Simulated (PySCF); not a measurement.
**C$_{5}$H$_{12}$O$_{3}$Si (SMILES COC(C)(C)[SiH2]C(=O)O): density, localisation and related maps**

Input file:

```
{"job": {"kind": "nmr", "xc": "PBE0", "basis": "pcSseg-1"}, "charge": 0, "multiplicity": 1}
C     -2.792181     0.093516    -0.377850
O     -1.498551    -0.272972    -0.794583
C     -0.392404     0.132861     0.025328
C     -0.444467    -0.494414     1.420840
C     -0.291440     1.654636     0.154695
Si     1.027423    -0.595295    -1.041813
C      2.725731    -0.208737    -0.216596
O      2.920679     0.381843     0.817499
O      3.734905    -0.686014    -0.952941
H     -3.038950    -0.320616     0.604575
H     -2.922025     1.180170    -0.353795
H     -3.470530    -0.327576    -1.118619
H     -1.229468    -0.044766     2.028073
H     -0.625357    -1.564809     1.349935
H      0.506260    -0.329665     1.920752
H     -0.376620     2.125708    -0.822348
H     -1.071519     2.049949     0.804521
H      0.671696     1.910698     0.588012
H      1.050718     0.024054    -2.365998
H      0.912619    -2.049895    -1.131262
H      4.594560    -0.487030    -0.538898
```

Launched as:

```sh
OMP_NUM_THREADS=1 python probes_run.py task.json out
```

Geometry: GFN2-xTB.

Computed with PBE0/pcSseg-1, SCF density, gas phase, non-relativistic (PySCF 2.14.0).

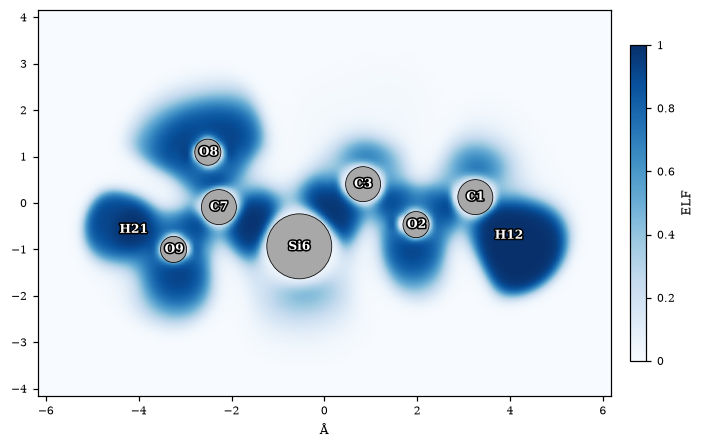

Figure 1. Electron localisation function on the plane of atoms C1, O2 and C3. Grey discs cover the atomic cores.

Q: Interpret the plot.

A:
- The section cuts through C, O, Si and H sites.
- C–O (1.21 Å): the ELF peaks at about 0.85 between the atoms (a multiple bond).
- C–Si (1.92 Å): the ELF peaks at about 1 between the atoms, as expected for localised, covalent bonding.
- O–H (0.97 Å): the ELF climbs to about 1 towards the hydrogen, as it does in any bond to H (a covalent bond by its length).
- C–O (1.34 Å): the ELF peaks at about 0.90 between the atoms: a shared but strongly polarised pair.
- C–H (1.09 Å): the ELF climbs to about 1 towards the hydrogen; a covalent bond by its length.
- The ELF also peaks beside O9, O2 and O8, away from the bonds: lone-pair regions.

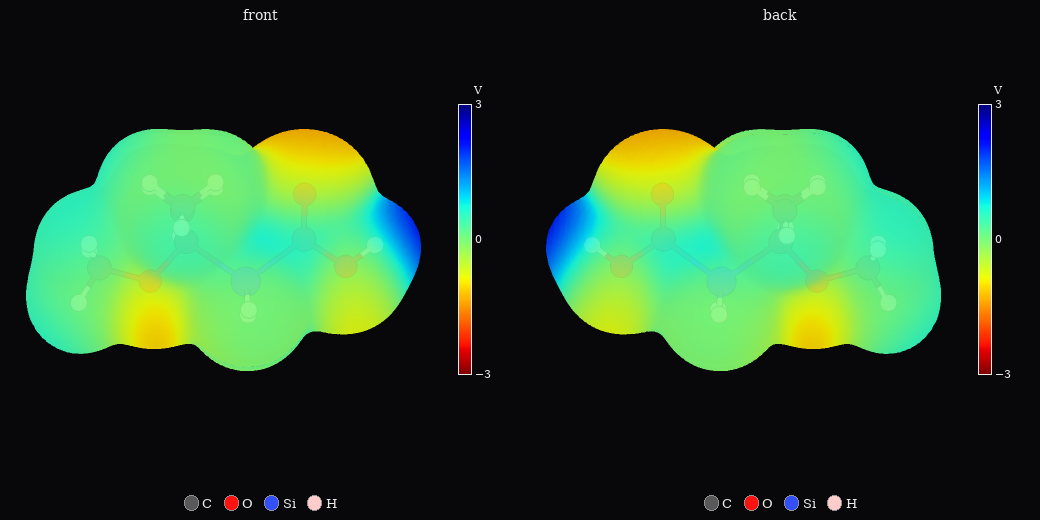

Figure 2. The electrostatic potential painted on the density surface at 0.001 e/bohr³, seen from the front and from behind; red is negative and blue positive.

Q: Which sites attract a positive test charge, and which a negative one?

A: A positive charge is drawn to the negative regions and a negative charge to the positive ones. The most negative region (about −1.3 V) lies over O8, the most positive (about +2.0 V) over H21. O8 is the likeliest acceptor of a hydrogen bond.

Q: What dipole moment does the calculation give?

A: Its dipole moment is 0.54 D.
